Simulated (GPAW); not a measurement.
## TaN: optical spectrum from first principles

Aim: the dielectric function of TaN, and the optical constants that follow from it.

Main program and level: GPAW 26.7.0; DFT, PBE, plane-wave PAW (GPAW data sets), scalar-relativistic, RPA, optical limit.

### 1. Starting point

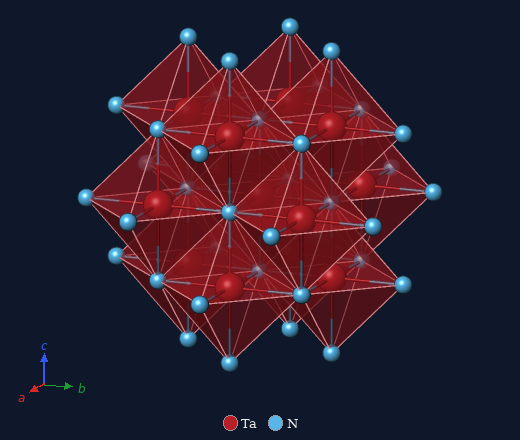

Start, viewed slightly off an axis; tantalum red, nitrogen blue. This picture shows the conventional cell, with its axes. Some periodic images of atoms are drawn too.

### 2. Ground state

First the ground state: is it a metal or has it a gap?

This step: DFT, PBE, plane-wave PAW (GPAW data sets), scalar-relativistic, ground state (GPAW 26.7.0).

File gs.py:

```python
from ase import Atoms
from ase.dft.bandgap import bandgap
from gpaw import GPAW, PW, FermiDirac

atoms = Atoms(['Ta', 'N'],
              cell=[[0.000000000000, 2.179000000000, 2.179000000000],
                    [2.179000000000, 0.000000000000, 2.179000000000],
                    [2.179000000000, 2.179000000000, 0.000000000000]],
              scaled_positions=[[0.500000000000, 0.500000000000, 0.500000000000],
                                [0.000000000000, 0.000000000000, 0.000000000000]],
              pbc=[True, True, True])
atoms.calc = GPAW(mode=PW(500), xc='PBE', kpts={'size': (10, 10, 10), 'gamma': True},
                  occupations=FermiDirac(0.05), maxiter=150, txt='gs.txt')
print('energy (eV)', atoms.get_potential_energy())
print('Fermi level (eV)', atoms.calc.get_fermi_level())
print('valence electrons', atoms.calc.get_number_of_electrons())
print('gap (eV)', bandgap(atoms.calc, output=None)[0])
print('direct gap (eV)', bandgap(atoms.calc, direct=True, output=None)[0])
atoms.calc.write('gs.gpw')
```

Launch:

```bash
$ OMP_NUM_THREADS=1 python gs.py
```

Numbers of over 12 decimals in the logs are rounded to 6 here.

The program printed:

```text
__  _  _
 | _ |_)|_||  |
 |__||  | ||/\| - 26.7.0

Versions:
  Python: 3.12.14
  ASE:    3.29.0
  Numpy:  2.5.5
  Scipy:  1.18.1
  Libxc:  7.0.0

Input parameters:
  mode=PW(ecut=500.0),
  kpts=MonkhorstPack(size=(10, 10, 10), gamma=True),
  maxiter=150,
  occupations=Occupations(name='fermi-dirac', width=0.05, fixmagmom=False),
  xc=XC(name='PBE')

Diagonalizing LCAO Hamiltonian
Converting LCAO to pw mode

              Ta

       N

Atoms  # Å, Bohr magnetons
|   | symbol |        x |        y |        z |    initial magnetic moments |
| 0 |     Ta | 2.179000 | 2.179000 | 2.179000 | ( 0.0000,  0.0000,  0.0000) |
| 1 |      N | 0.000000 | 0.000000 | 0.000000 | ( 0.0000,  0.0000,  0.0000) |

Unit cell  # Å
| periodic |        x |        y |        z |  lengths |    angles |
|      yes | 0.000000 | 2.179000 | 2.179000 | 3.081571 | 60.000000 |
|      yes | 2.179000 | 0.000000 | 2.179000 | 3.081571 | 60.000000 |
|      yes | 2.179000 | 2.179000 | 0.000000 | 3.081571 | 60.000000 |

Number of symmetries: 48
Symmetry operations  # r_c * U_cc + t_c -> r_c
|    | kind |            matrix            |
|  0 |  σ   |  1, 0, 0,  1, 0,-1,  1,-1, 0 |
|  1 |  C2  |  1, 0, 0,  1,-1, 0,  1, 0,-1 |
|  2 |  E   |  1, 0, 0,  0, 1, 0,  0, 0, 1 |
|  3 |  σ   |  1, 0, 0,  0, 0, 1,  0, 1, 0 |
|  4 |  C4  |  1, 0,-1,  1, 0, 0,  1,-1, 0 |
|  5 |  S6  |  1, 0,-1,  1,-1, 0,  1, 0, 0 |
|  6 |  σ   |  1, 0,-1,  0, 1,-1,  0, 0,-1 |
|  7 |  C3  |  1, 0,-1,  0, 0,-1,  0, 1,-1 |
|  8 |  S6  |  1,-1, 0,  1, 0, 0,  1, 0,-1 |
|  9 |  C4  |  1,-1, 0,  1, 0,-1,  1, 0, 0 |
| 10 |  C3  |  1,-1, 0,  0,-1, 1,  0,-1, 0 |
| 11 |  σ   |  1,-1, 0,  0,-1, 0,  0,-1, 1 |
| 12 |  σ   |  0, 1, 0,  1, 0, 0,  0, 0, 1 |
| 13 |  C4  |  0, 1, 0,  0, 1,-1, -1, 1, 0 |
| 14 |  C3  |  0, 1, 0,  0, 0, 1,  1, 0, 0 |
| 15 |  S6  |  0, 1, 0, -1, 1, 0,  0, 1,-1 |
| 16 |  C2  |  0, 1,-1,  1, 0,-1,  0, 0,-1 |
| 17 |  σ   |  0, 1,-1,  0, 1, 0, -1, 1, 0 |
| 18 |  S4  |  0, 1,-1,  0, 0,-1,  1, 0,-1 |
| 19 |  C4  |  0, 1,-1, -1, 1, 0,  0, 1, 0 |
| 20 |  C3  |  0, 0, 1,  1, 0, 0,  0, 1, 0 |
| 21 |  σ   |  0, 0, 1,  0, 1, 0,  1, 0, 0 |
| 22 |  S6  |  0, 0, 1,  0,-1, 1, -1, 0, 1 |
| 23 |  C4  |  0, 0, 1, -1, 0, 1,  0,-1, 1 |
| 24 |  S4  |  0, 0,-1,  1, 0,-1,  0, 1,-1 |
| 25 |  C3  |  0, 0,-1,  0, 1,-1,  1, 0,-1 |
| 26 |  C2  |  0, 0,-1,  0,-1, 0, -1, 0, 0 |
| 27 |  S6  |  0, 0,-1, -1, 0, 0,  0,-1, 0 |
| 28 |  S4  |  0,-1, 1,  1,-1, 0,  0,-1, 0 |
| 29 |  C4  |  0,-1, 1,  0, 0, 1, -1, 0, 1 |
| 30 |  C2  |  0,-1, 1,  0,-1, 0,  1,-1, 0 |
| 31 |  σ   |  0,-1, 1, -1, 0, 1,  0, 0, 1 |
| 32 |  C3  |  0,-1, 0,  1,-1, 0,  0,-1, 1 |
| 33 |  S6  |  0,-1, 0,  0, 0,-1, -1, 0, 0 |
| 34 |  S4  |  0,-1, 0,  0,-1, 1,  1,-1, 0 |
| 35 |  C2  |  0,-1, 0, -1, 0, 0,  0, 0,-1 |
| 36 |  C2  | -1, 1, 0,  0, 1, 0,  0, 1,-1 |
| 37 |  S6  | -1, 1, 0,  0, 1,-1,  0, 1, 0 |
| 38 |  S4  | -1, 1, 0, -1, 0, 1, -1, 0, 0 |
| 39 |  C3  | -1, 1, 0, -1, 0, 0, -1, 0, 1 |
| 40 |  S6  | -1, 0, 1,  0, 0, 1,  0,-1, 1 |
| 41 |  C2  | -1, 0, 1,  0,-1, 1,  0, 0, 1 |
| 42 |  C3  | -1, 0, 1, -1, 1, 0, -1, 0, 0 |
| 43 |  S4  | -1, 0, 1, -1, 0, 0, -1, 1, 0 |
| 44 |  C2  | -1, 0, 0,  0, 0,-1,  0,-1, 0 |
| 45 |  i   | -1, 0, 0,  0,-1, 0,  0, 0,-1 |
| 46 |  σ   | -1, 0, 0, -1, 1, 0, -1, 0, 1 |
| 47 |  C2  | -1, 0, 0, -1, 0, 1, -1, 1, 0 |

BZ-sampling:
  Number of BZ points: 1000
  Number of IBZ points: 47

  Monkhorst-Pack size: [10, 10, 10]
  Monkhorst-Pack shift: [0.05, 0.05, 0.05]

K-points  # in reciprocal-cell coordinates
|     |                                coordinates |     weight |
|   0 | (  0.00000000,   0.00000000,   0.00000000) | 0.00100000 |
|   1 | (  0.10000000,   0.10000000,   0.00000000) | 0.00600000 |
|   2 | (  0.10000000,   0.10000000,   0.10000000) | 0.00800000 |
|   3 | (  0.20000000,   0.10000000,   0.10000000) | 0.01200000 |
|   4 | (  0.20000000,   0.20000000,   0.00000000) | 0.00600000 |
|   5 | (  0.20000000,   0.20000000,   0.10000000) | 0.02400000 |
|   6 | (  0.20000000,   0.20000000,   0.20000000) | 0.00800000 |
|   7 | (  0.30000000,   0.20000000,   0.10000000) | 0.02400000 |
|   8 | (  0.30000000,   0.20000000,   0.20000000) | 0.02400000 |
|   9 | (  0.30000000,   0.30000000,   0.00000000) | 0.00600000 |
| ... |                                            |            |
|  46 | (  0.50000000,   0.50000000,   0.50000000) | 0.00400000 |

Plane wave coefficients: 544
Cutoff: 500.0 eV

Spin-components: 1 (collinear spins)
Bands:           15
Projectors:      11
Spin-degeneracy: 2
Datatype:        complex128

Parallelization:
  kpt:    1
  domain: 1
  band:   1

Density:
  Valence electrons: 18.0
  Components: 1
  Grid points: [16 16 16]
  Charge: 0.0  # |e|

Potential:
  Grid points: [16 16 16]

species:
  Ta:
    name:    Tantalum
    id:
    Z:       73.0
    valence: 13
    core:    60
    charge:  0.0  # [|e|]
    compensation charges:
      type: gauss
      rc: 0.42  # [Å]
      lmax: 2
    cutoffs:
      filter: 2.36  # [Å]
      core: 3.45  # [Å]
    projectors
    | kind |    occ | energy [eV] | rcut [Å] |
    |   5s |  2.000 |     -72.790 |    1.365 |
    |   6s |  2.000 |      -5.429 |    1.365 |
    |   5p |  6.000 |     -39.427 |    1.349 |
    |   6p |  0.000 |      -1.396 |    1.349 |
    |   5d |  3.000 |      -3.603 |    1.307 |
    |    d |        |      23.609 |    1.307 |

    Using partial waves for Ta as LCAO basis

  N:
    name:    Nitrogen
    id:
    Z:       7.0
    valence: 5
    core:    2
    charge:  0.0  # [|e|]
    compensation charges:
      type: gauss
      rc: 0.18  # [Å]
      lmax: 2
    cutoffs:
      filter: 1.11  # [Å]
      core: 0.96  # [Å]
    projectors
    | kind |    occ | energy [eV] | rcut [Å] |
    |   2s |  2.000 |     -18.583 |    0.603 |
    |   2p |  3.000 |      -7.089 |    0.529 |
    |    s |        |       8.629 |    0.603 |
    |    p |        |      20.123 |    0.529 |
    |    d |        |       0.000 |    0.577 |

    Using partial waves for N as LCAO basis

Reference energy: -425654.162905  # eV

eigensolver:
  PPCG
  Converge bands: occupied
  niter=2

density mixing:
  MSR1-Mixer
  Pratt-step length: 0.05
  Maximum mixing coefficient: 0.75
  Old densities: 10
  SVD Regularization: 0.005
  Good broyden scale: 1.0
  Trust region scale: 1.0
  Backstep threshold: 4.0
  History deletion threshold: 6.0
  Fourier metric: weight=20.0, sigma=0.015

occupation numbers:
  Fermi-Dirac:
    width: 0.0500  # eV

poisson solver:
  ecut: 4000.0  # eV

xc functional:
  name: PBE with 2 nearest neighbor stencil

convergence criteria:
- Maximum [total energy] change in last 3 cyles: 0.0005 eV / valence electron
- Maximum integral of absolute [dens]ity change: 0.0001 electrons / valence electron
- Maximum integral of absolute [eigenst]ate change: 4e-08 eV^2 / valence electron
maximum number of iterations: 150

SCF iterations
|iter     |      energy | eigst |  dens |
|iter:   1||  -20.912262 | +0.33 |       |
|iter:   2||  -20.455763 | -1.99 | -0.96 |
|iter:   3||  -19.347573 | -0.93 | -1.03 |
|iter:   4||  -19.355849 | -2.86 | -1.74 |
|iter:   5||  -19.362965 | -3.14 | -1.96 |
|iter:   6||  -19.362958c| -4.81 | -3.03 |
|iter:   7||  -19.362969c| -6.63 | -3.63 |
|iter:   8||  -19.362970c| -7.25 | -4.16c|
|iter:   9||  -19.362970c| -9.13c| -5.45c|

Converged in 9 steps
SCF loop duration: 5.690 s (0.632 s/step)
Energy contributions relative to reference atoms: (reference = -425654.162905)

Energy contributions:
  Kinetic:          20.551801
  Coulomb:         -19.401309
  Zero:             -0.201057
  External:          0.000000
  Xc:              -20.309532
  Entropy:          -0.005748
  Spinorbit:         0.000000
  ----------------------------
  Free energy:     -19.365844
  Extrapolated:    -19.362970

dipole moment: (-10.842636, -10.842636, -10.842636)  # |e|*Ang

Fermi level: 16.082
Eigenvalues  # (at kpt = [0.000, 0.000, 0.000])
| band index |      eig [eV] | occ [0-2] |
|          0 |       -53.268 |     2.000 |
|        ... |               |           |
|          3 |       -19.705 |     2.000 |
|          4 |        -3.069 |     2.000 |
|          5 |        12.158 |     2.000 |
|          6 |        12.158 |     2.000 |
|          7 |        12.158 |     2.000 |
|          8 |        13.874 |     2.000 |
|          9 |        13.874 |     2.000 |
|         10 |        13.874 |     2.000 |
|         11 |        16.121 |     0.634 |
|         12 |        16.121 |     0.634 |
|         13 |        17.762 |     0.000 |
|         14 |        40.595 |     0.000 |

No gap
No difference between direct/indirect transitions

--- standard output ---
energy (eV) -19.362970
Fermi level (eV) 16.082390
valence electrons 18.0
gap (eV) 0.0
direct gap (eV) 0.0
```

Wall time 8 s (1 thread of Arm Neoverse V1, shared host); peak memory 0.13 GiB.

This step gave:

* energy: -19.36 eV
* Fermi energy: 16.08 eV
* electrons: 18

There are states at the Fermi level within the smearing, so the occupations stay smeared and the carriers get a Drude term.

### 3. Bands for the response

The response needs many more empty bands than the density does.

This step: DFT, PBE, plane-wave PAW (GPAW data sets), scalar-relativistic, bands at fixed density (GPAW 26.7.0).

File nscf.py:

```python
from ase.dft.bandgap import bandgap
from gpaw import GPAW, FermiDirac

calc = GPAW('gs.gpw').fixed_density(kpts={'size': (18, 18, 18), 'gamma': True}, nbands=35, convergence={'bands': 29},
                                    occupations=FermiDirac(0.05), txt='nscf.txt')
print('gap (eV)', bandgap(calc, output=None)[0])
print('direct gap (eV)', bandgap(calc, direct=True, output=None)[0])
print('top band over the Fermi level (eV)', min(calc.get_eigenvalues(kpt=k)[28] for k in range(len(calc.get_ibz_k_points()))) - calc.get_fermi_level())
calc.write('full.gpw', mode='all')
```

Launch:

```bash
$ OMP_NUM_THREADS=1 python nscf.py
```

The program printed:

```text
Diagonalizing LCAO Hamiltonian
Converting LCAO to pw mode
convergence criteria:
- Maximum integral of absolute [eigenst]ate change: 4e-08 eV^2 / valence electron
maximum number of iterations: 150

SCF iterations
|iter     |      energy | eigst |  dens |
|iter:   1||             | +3.21 |       |
|iter:   2||             | +1.31 |       |
|iter:   3||             | -0.32 |       |
|iter:   4||             | -1.84 |       |
|iter:   5||             | -3.49 |       |
|iter:   6||             | -4.97 |       |
|iter:   7||             | -6.49 |       |
|iter:   8||             | -7.35 |       |
|iter:   9||             | -8.02c|       |
SCF steps: 9
  __  _  _
 | _ |_)|_||  |
 |__||  | ||/\| - 26.7.0

Versions:
  Python: 3.12.14
  ASE:    3.29.0
  Numpy:  2.5.5
  Scipy:  1.18.1
  Libxc:  7.0.0

Input parameters:
  mode=PW(ecut=500.0),
  convergence={'bands': 29},
  gpts=array([16, 16, 16]),
  kpts=MonkhorstPack(size=(18, 18, 18), gamma=True),
  maxiter=150,
  nbands=35,
  occupations=Occupations(name='fermi-dirac', width=0.05, fixmagmom=False),
  parallel={},
  xc=XC(name='PBE')

--- standard output ---
gap (eV) 0.0
direct gap (eV) 0.0
top band over the Fermi level (eV) 37.385555
```

Elapsed: 54 s, on 1 thread; peak memory 0.22 GiB.

(Part 1 of 2 ends here.)

[Machine, clock and banner lines and Python warnings are left out of the logs.]

[Logs are printed without paths, hosts, clocks, repeated set-up lines and the standing remarks that a program may print on its own settings, such as how far it seeks lower states.]

[Hosts, paths, dates, database ids (printed as entryN), source tags and the programs' standing remarks are cut or masked in the printed files.]
